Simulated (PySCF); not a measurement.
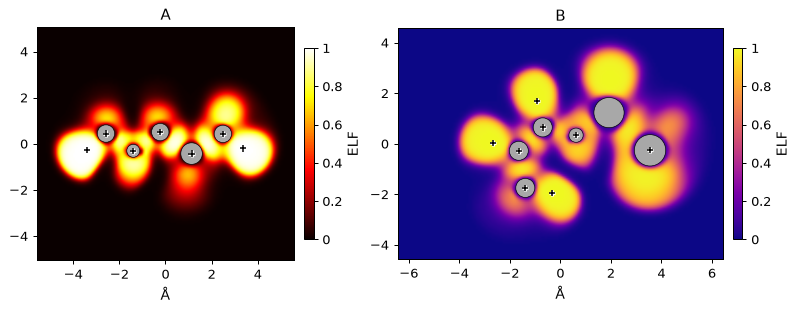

The electron localisation function of 2 systems, each on a plane through atoms (crosses mark nuclei in the plane; grey discs cover the cores).

Computed with PBE0/def2-SVPD, SCF density, gas phase in PySCF 2.14.0.

System 1: C5H9OPSi, the plane of atoms O5, C6 and H13. Geometry: GFN2-xTB.

```
atom    x (Å)    y (Å)    z (Å)
   C  -2.5310   0.9277   2.2170
   C  -2.1339   0.3148   1.2614
  Si  -1.4967  -0.5415  -0.2615
   P  -2.0588   0.5525  -2.1302
   O   0.1204  -0.4641  -0.3559
   C   1.0839  -0.9533   0.4610
   C   2.3381  -0.5285   0.4159
   C   2.8335   0.5399  -0.5011
   H  -2.8821   1.4512   3.0598
   H  -1.9725  -1.9300  -0.1679
   H  -3.0449   1.3070  -1.5205
   H  -2.9736  -0.4014  -2.5403
   H   0.7594  -1.7207   1.1526
   H   3.0564  -0.9749   1.0867
   H   2.0315   0.8862  -1.1465
   H   3.2132   1.3831   0.0757
   H   3.6501   0.1641  -1.1163
```

System 2: C4H10BNO, the plane of atoms C5, O6 and C7. Geometry: GFN2-xTB.

```xyz
17

C    -1.1639    2.3714    0.6898
N    -1.1298    1.2276    0.7601
B    -0.9927   -0.2178    0.8104
C    -2.2209   -0.8706   -0.0466
C     0.4728   -0.5109    0.1087
O     1.4857    0.2903    0.7062
C     2.7659    0.0035    0.2189
H    -1.1906    3.4224    0.6380
H    -1.0067   -0.5095    1.9623
H    -3.1883   -0.6272    0.3866
H    -2.1311   -1.9531   -0.0566
H    -2.2256   -0.5342   -1.0811
H     0.4508   -0.3105   -0.9750
H     0.7287   -1.5731    0.2321
H     3.0428   -1.0430    0.4071
H     3.4614    0.6590    0.7417
H     2.8345    0.1878   -0.8630
```

> Match each panel to its system.

Panel A is system 2, C4H10BNO: the plane holds B, C, O and H. C–O (1.40 Å): the ELF peaks at about 0.90 between the atoms: a shared but strongly polarised pair. Panel B is system 1, C5H9OPSi: the plane holds P, O, C and H. C–O (1.35 Å): the ELF peaks at about 0.90 between the atoms: a shared but strongly polarised pair.
